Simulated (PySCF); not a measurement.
NMR shielding calculation of C$_{4}$H$_{9}$ClOSi$_{2}$

System: C$_{4}$H$_{9}$ClOSi$_{2}$.
Method: GIAO PBE0/pcSseg-1 NMR shielding, non-relativistic, gas phase (PySCF 2.14.0).

The geometry comes from this level: GFN2-xTB. It belongs to a series of runs on one base structure; here: CH2 inserted into a O-Si bond. Figures and captions count atoms from 1; the log counts them from 0 in places.

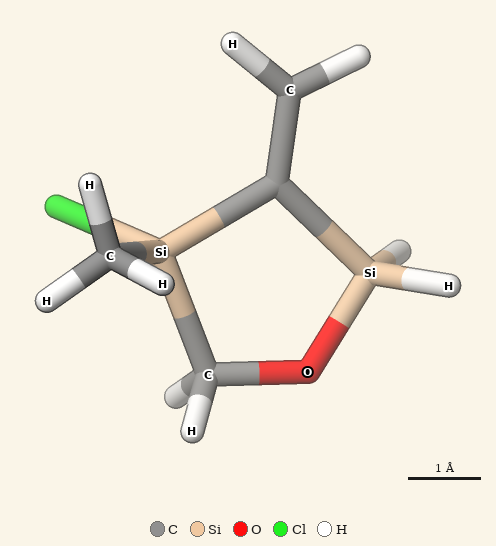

Fig. 1: The structure as given in the input (stick view, seen at a tilt). Bond lengths as drawn: Cl–Si 2.03 Å, C–C 1.33 Å, C–H 1.08 to 1.09 Å, C–O 1.41 Å, C–Si 1.89 to 1.93 Å, H–Si 1.46 Å and O–Si 1.62 Å.

### Key numbers

```tsv
quantity	value
outcome	converged
total energy	−1271.589380 hartree
HOMO	−7.54 eV
LUMO	−1.22 eV
dipole moment	1.91 D
isotropic shielding, C	30.6 to 183.9 ppm
isotropic shielding, Si	333.7 to 365.9 ppm
isotropic shielding, O	336.6 ppm
isotropic shielding, Cl	940.4 ppm
isotropic shielding, H	24.6 to 31.5 ppm
hardware	1 CPU thread, shared host
wall time	83 s
peak memory	0.86 GiB
```

### Input
```
{"job": {"kind": "nmr", "xc": "PBE0", "basis": "pcSseg-1"}, "charge": 0, "multiplicity": 1}
C     -1.602501    -1.737478     0.254852
C     -0.997441    -0.614623    -0.110804
Si    -1.823197     1.015354    -0.623831
O     -0.525729     1.976681    -0.802681
C      0.800996     1.491516    -0.837874
Si     0.867110    -0.331156    -0.220869
C      1.810638    -0.492068     1.420635
Cl     1.763578    -1.488757    -1.633711
H     -1.057452    -2.629654     0.528059
H     -2.678091    -1.819294     0.292985
H     -2.528480     0.860937    -1.896674
H     -2.625875     1.620975     0.431954
H      1.169519     1.587423    -1.864426
H      1.403432     2.162485    -0.219374
H      2.860471    -0.242839     1.295646
H      1.758516    -1.509784     1.794638
H      1.397510     0.162311     2.181562
```

The first line tells a small driver script what to run in PySCF; the rest is the geometry in Å.

Command:
```bash
OMP_NUM_THREADS=1 python <driver script> task.json out
```

### Log
```
coarse grid: 15888 points
cycle   1  E = -1271.4143584564  dE =  9.296e-01  |g| = 7.622e-01  |ddm| = 3.877e+00
cycle   2  E = -1271.2814321983  dE =  1.329e-01  |g| = 1.134e+00  |ddm| = 1.823e+00
cycle   3  E = -1271.5287544392  dE = -2.473e-01  |g| = 1.441e-01  |ddm| = 1.295e+00
cycle   4  E = -1271.5327850260  dE = -4.031e-03  |g| = 3.781e-02  |ddm| = 1.624e-01
cycle   5  E = -1271.5331118254  dE = -3.268e-04  |g| = 7.947e-03  |ddm| = 4.029e-02
cycle   6  E = -1271.5331270625  dE = -1.524e-05  |g| = 2.754e-03  |ddm| = 1.173e-02
cycle   7  E = -1271.5331286518  dE = -1.589e-06  |g| = 7.795e-04  |ddm| = 3.025e-03
final grid: 139992 points
cycle   8  E = -1271.5893568079  dE = -2.723e-05  |g| = 1.056e-02  |ddm| = 2.320e-02
cycle   9  E = -1271.5893372242  dE =  1.958e-05  |g| = 1.458e-02  |ddm| = 1.895e-02
cycle  10  E = -1271.5893788950  dE = -4.167e-05  |g| = 1.738e-03  |ddm| = 1.197e-02
cycle  11  E = -1271.5893794766  dE = -5.816e-07  |g| = 3.255e-04  |ddm| = 1.660e-03
cycle  12  E = -1271.5893794976  dE = -2.100e-08  |g| = 1.175e-04  |ddm| = 3.483e-04
cycle  13  E = -1271.5893795008  dE = -3.194e-09  |g| = 4.052e-05  |ddm| = 1.363e-04
cycle  14  E = -1271.5893795012  dE = -3.724e-10  |g| = 9.257e-06  |ddm| = 4.024e-05
```

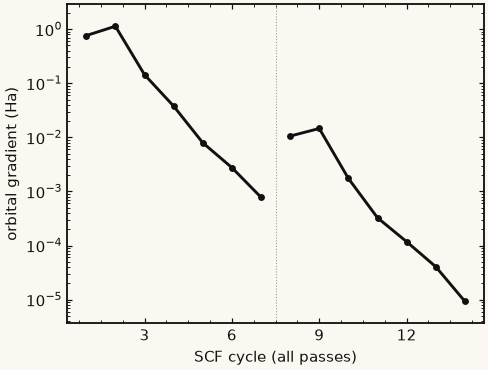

Fig. 2: Convergence of the self-consistent field: orbital gradient against the SCF cycle. The dotted line marks the change from a coarse to the final integration grid. The first 7 cycles use a coarse grid, the final grid takes over at cycle 8, and the field converges after 14 cycles in all.

```
converged SCF energy = -1271.5893795012

GIAO shielding tensors (ppm)
atom      isotropic    diamagn.    paramagn.     s11        s22        s33       span
  0 C       32.486     251.146    -218.660    -94.134     20.904    170.688    264.821
  1 C       30.583     269.969    -239.386    -64.854    -11.258    167.860    232.714
  2 Si     365.855     881.064    -515.209    315.362    331.647    450.556    135.194
  3 O      336.581     394.834     -58.253    271.126    331.360    407.257    136.132
  4 C      121.095     250.977    -129.882     85.848    108.162    169.274     83.425
  5 Si     333.711     880.451    -546.741    314.867    339.019    347.246     32.379
  6 C      183.908     254.375     -70.467    173.259    183.457    195.007     21.748
  7 Cl     940.403    1149.089    -208.685    894.662    922.990   1003.558    108.896
  8 H       24.569      31.023      -6.454     20.371     23.429     29.907      9.537
  9 H       24.690      29.770      -5.080     21.583     23.667     28.819      7.235
 10 H       26.435      29.178      -2.744     23.163     24.398     31.743      8.580
 11 H       26.550      29.649      -3.098     22.963     24.548     32.140      9.178
 12 H       27.532      29.856      -2.324     22.722     27.738     32.135      9.413
 13 H       27.454      30.546      -3.093     22.925     27.552     31.884      8.959
 14 H       31.160      29.315       1.845     27.032     28.585     37.864     10.832
 15 H       31.056      30.459       0.597     26.737     28.784     37.647     10.910
 16 H       31.474      31.962      -0.488     26.793     28.807     38.822     12.029
```

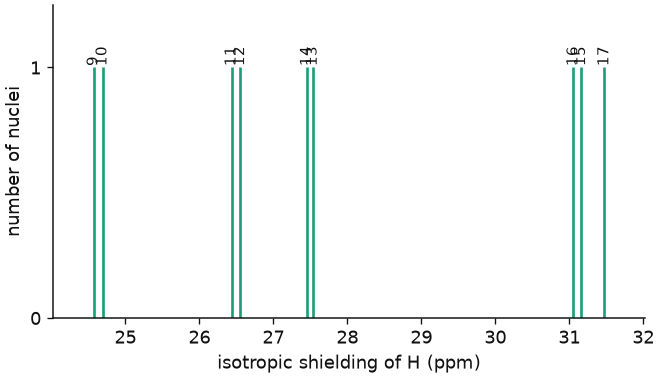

Fig. 3: Isotropic shieldings of the hydrogen nuclei in this fixed geometry, labelled by atom number; shielding grows to the right, so chemical shift grows to the left. The least shielded is H9 (24.6 ppm), the most shielded H17 (31.5 ppm).

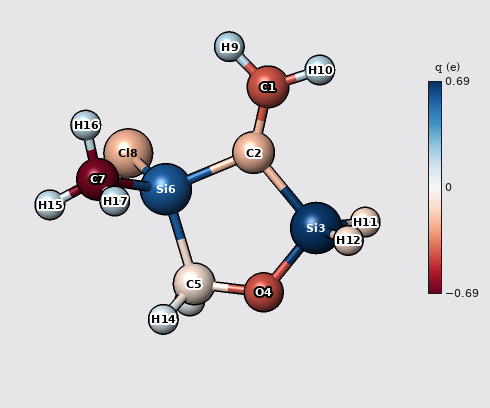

Fig. 4: ESP-fitted charges, as the colour of each atom (ball-and-stick view, seen at a tilt; atoms are numbered from 1 in the order of the input). By element: C −0.66 to −0.10, Si +0.58 to +0.66, O −0.44, Cl −0.23 and H −0.13 to +0.20 e.
